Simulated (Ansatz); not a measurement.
```yaml
atoms:
  - { symbol: Al, position_ang: [-1.5775, -1.1066, -1.2589] }
  - { symbol: As, position_ang: [-0.7195, -1.6121, -3.3934] }
  - { symbol: B, position_ang: [-2.7224, -1.4743, -3.3926] }
  - { symbol: Si, position_ang: [-3.0263, -2.8218, -1.9837] }
  - { symbol: H, position_ang: [-3.4017, -0.9491, -4.2496] }
  - { symbol: H, position_ang: [-1.1586, -0.0184, -0.1535] }
```

Geometry: PBE0-D3(BJ)/def2-SVPD.

Computed with isolated molecule in a Gaussian basis; Kohn-Sham density functional theory, functional PBE0 in Ansatz.

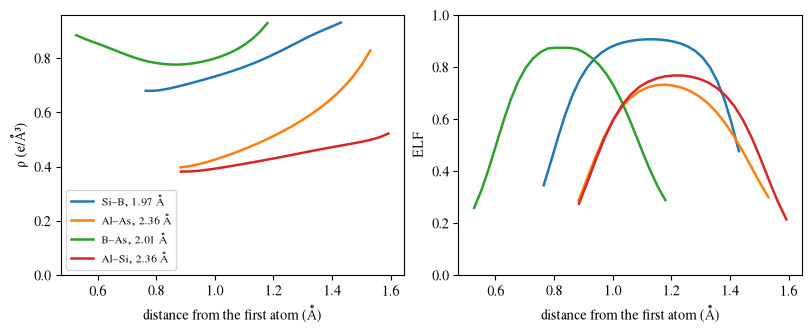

AlAsBH2Si (charge −1). Total electron density and electron localisation function along straight lines between neighbouring atoms. The curves leave out the atomic cores.

Compare the contacts.

Answer. Si–B (1.97 Å): ρ is about 0.73 e/Å³ halfway; the ELF peaks at about 0.90 between the atoms: a covalent bond.
Al–As (2.36 Å): the density is about 0.5 e/Å³ at the midpoint; the ELF peaks at about 0.75 in the valence shell of As, 1.2 Å from its nucleus, and is about 0.75 at the midpoint.
B–As (2.01 Å): ρ at the midpoint is about 0.8 e/Å³; the ELF peaks at about 0.85 between the atoms (localised, covalent bonding).
Al–Si (2.36 Å): ρ is about 0.43 e/Å³ halfway; the ELF peaks at about 0.75 in the valence shell of Si, 1.2 Å from its nucleus, and is about 0.75 at the midpoint.
